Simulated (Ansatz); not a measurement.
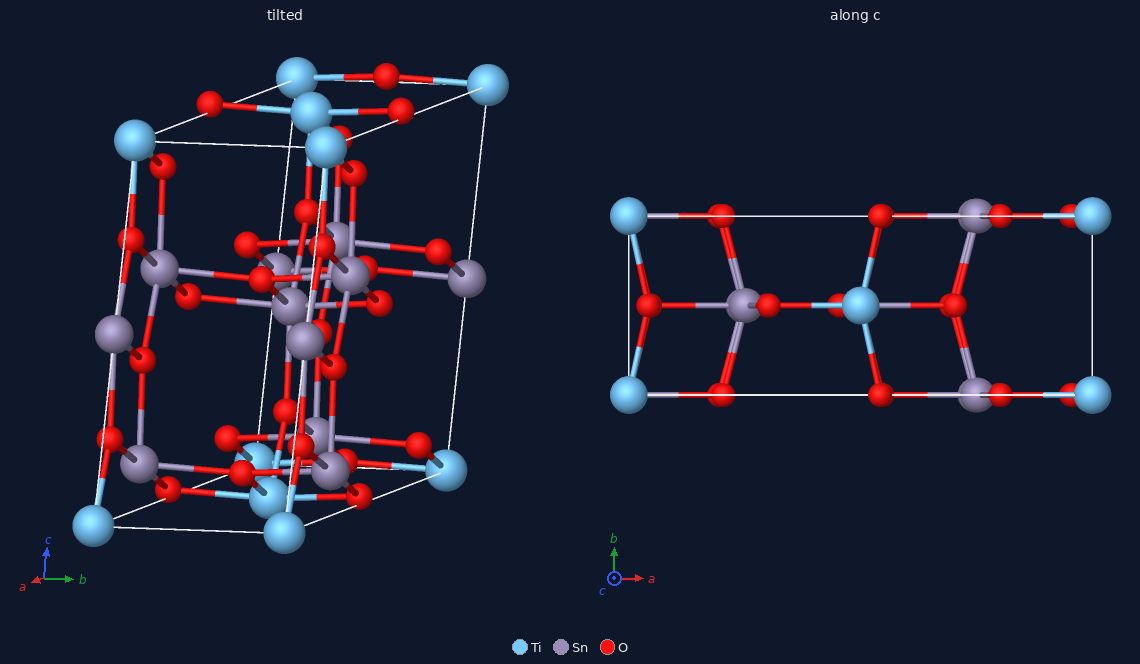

Drawn in the ball-and-stick manner and seen slightly off an axis and along the c axis. The lines enclose the conventional unit cell; boundary atoms appear with their images.

TiSn₃O₈, space group Cm (No. 8), a = 10.919 Å, b = 3.933 Å, c = 7.848 Å, α = 90.00°, β = 111.00°, γ = 90.00°. The structure was taken from a structure type filled with these elements by a generator (whether the compound takes this form wasn't checked). Earlier steps of the study, as a rule a relaxation of our own, may have changed the cell and positions, so they can lie some per cent off the listed ones. A calculation with Ansatz used it as input.

This one geometry was computed with Ansatz (DFT, plane waves, PAW) at five levels of theory: PBE with spin-orbit coupling, HSE06, PBE0, PBE and r2SCAN. It was relaxed beforehand with r2SCAN.

Q: Which level gives the highest pressure at this volume, and what does that say about its equilibrium volume?

A: Highest: PBE with spin-orbit coupling (6.3 GPa) and PBE (6.3 GPa), which points to the largest equilibrium volume. Lowest, with the smallest volume: HSE06 (-1.6 GPa) and PBE0 (-1.7 GPa). Levels within 0.5 GPa of each other can't be told apart.

Q: How does the band gap change with the level of theory?

A: PBE with spin-orbit coupling: a gap of 2.52 eV, indirect; PBE: a gap of 2.53 eV, indirect; r2SCAN: a gap of 3.11 eV, indirect; HSE06: a gap of 4.16 eV, indirect; PBE0: a gap of 4.90 eV, indirect.

Q: Collect the results in a table.

A:
| level | cutoff (eV) | k-mesh of the run's cell | gap (eV) | pressure (GPa) |
| --- | --- | --- | --- | --- |
| PBE with spin-orbit coupling | 420 | 8×8×4 | 2.52 | 6.3 |
| HSE06 | 420 | 4×4×2 | 4.16 | -1.6 |
| PBE0 | 420 | 4×4×2 | 4.90 | -1.7 |
| PBE | 420 | 8×8×4 | 2.53 | 6.3 |
| r2SCAN | 500 | 8×8×4 | 3.11 | 0.0 |

Gaps are taken on the k-mesh or band path of each run.
